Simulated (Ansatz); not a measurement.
ClGeH₃···H₂O₂

```xyz
9

Ge   -0.7890    0.9289   -1.0971
Cl   -0.4891   -1.1987   -1.6949
H    -1.9423    1.4398   -2.0013
H    -1.1732    0.9321    0.3980
H     0.5311    1.6761   -1.3985
H     0.9196   -1.2006    0.2112
O     1.3849   -0.6346    0.8749
O     0.4645   -0.7867    2.0252
H     1.0935   -1.1565    2.6825
```

All numbers below come from RKS BLYP/def2-SVP (Ansatz 0.2.0).

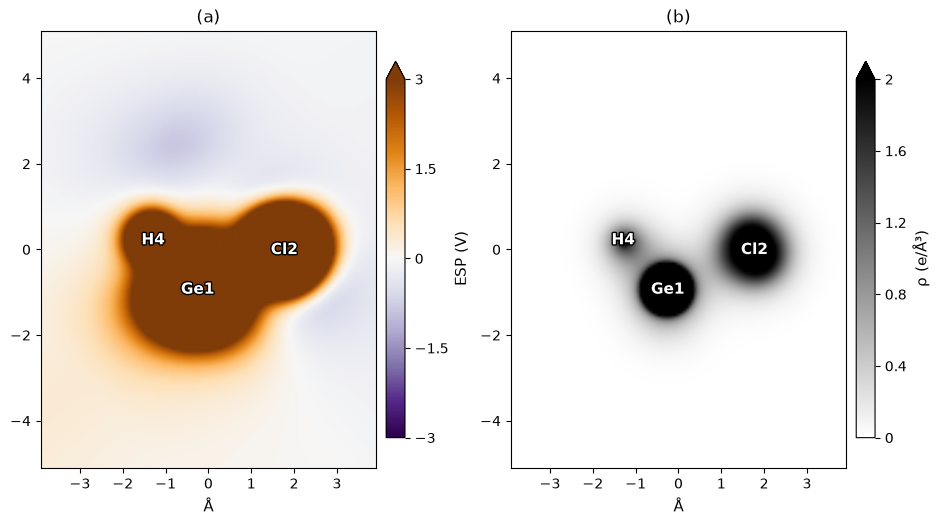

Figure 1. (a) molecular electrostatic potential; (b) total electron density on the plane of atoms Cl2, Ge1 and H4.

What do the fields say about this system?

Answer. The section cuts through Ge, Cl and H sites.
Ge–Cl (2.23 Å): ρ is about 0.62 e/Å³ halfway.
Ge–H (1.54 Å): ρ at the midpoint is about 1 e/Å³.
Outside the dense part of the complex the potential is most negative (−0.8 V) near O8, which lies off the plane.

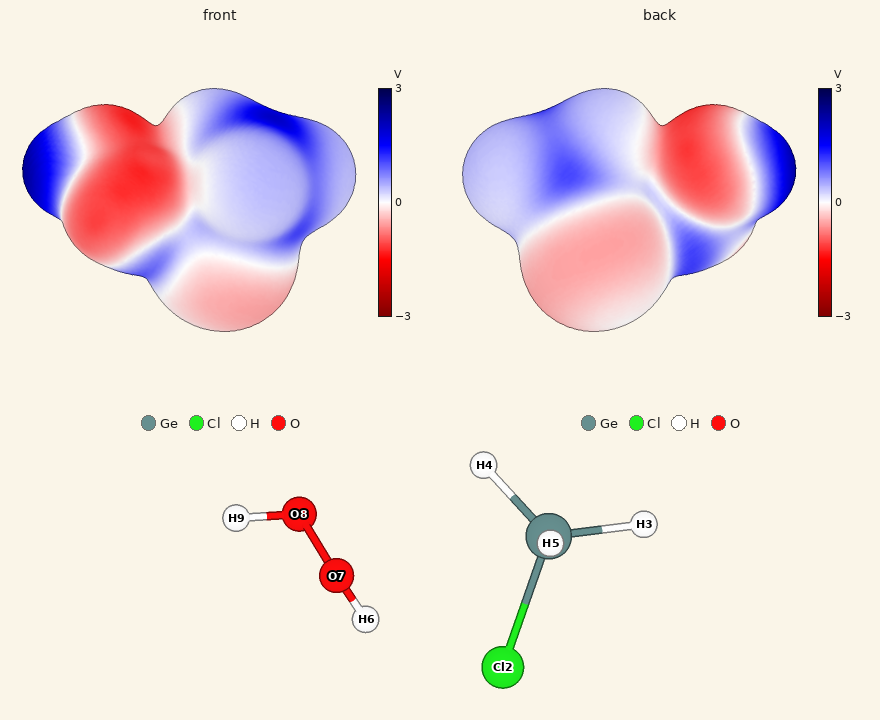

Figure 2. The electrostatic potential painted on the density surface at 0.002 e/bohr³, seen from the front and from behind; the colour scale runs from red (negative) to blue (positive). The bare structure is drawn below in the same view.

Which sites attract a positive test charge, and which a negative one?

Answer. A positive charge is drawn to the negative regions and a negative charge to the positive ones. The most negative region (about −1.3 V) lies over O7 and O8, the most positive (about +2.3 V) over H9.

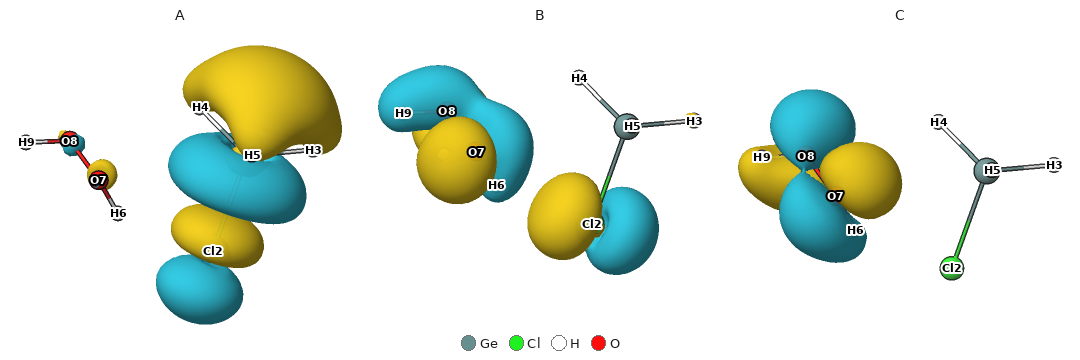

Figure 3. Three frontier orbitals at ±0.1 Å⁻³ᐟ² (yellow and cyan are the two phases), in no order.

Which picture is the HOMO−1, the HOMO and the LUMO?

Answer. B is the HOMO−1 (−6.82 eV). By Hirshfeld shares it lies mainly on O7 (about 40 %), O8 (about 30 %) and Cl2 (about 20 %); π-antibonding (π*) across O7–O8. C is the HOMO (−5.61 eV). Its weight (Hirshfeld) is mainly on O8 (about 50 %) and O7 (about 45 %); π-antibonding (π*) across O8–O7. A is the LUMO (−1.22 eV). By Hirshfeld shares it lies mainly on Ge1 (about 55 %) and Cl2 (about 30 %).

What is the HOMO–LUMO gap?

Answer. 4.39 eV between the orbital energies.
